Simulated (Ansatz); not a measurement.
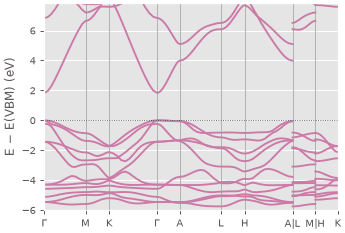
Figure: Band structure from DFT-LDA in the program Ansatz with PAW potentials

The gap is 1.83 eV; an edge lies off the plotted path or next to a special point (maximum on the Γ–A line, 4 % of the way from Γ, minimum at Γ).

The material is MgZnO$_{2}$ in space group P3m1 (No. 156; Mg on 1b, Zn on 1c, O on 1b, O on 1c).

The first step of the workflow began from a Materials Project structure, measured or hypothetical; the Crystallography Open Database copy checked does not list it. With Mg and Zn taken as one species the cell has the higher symmetry P6_3mc, so it may be an ordered model of a mixed-site phase. Whether it is the stable phase at ambient conditions was not checked. Symmetry was held in the LDA relaxation; phonons on a q-mesh show no instability.

Potentials: the later of the program's two PAW sets.
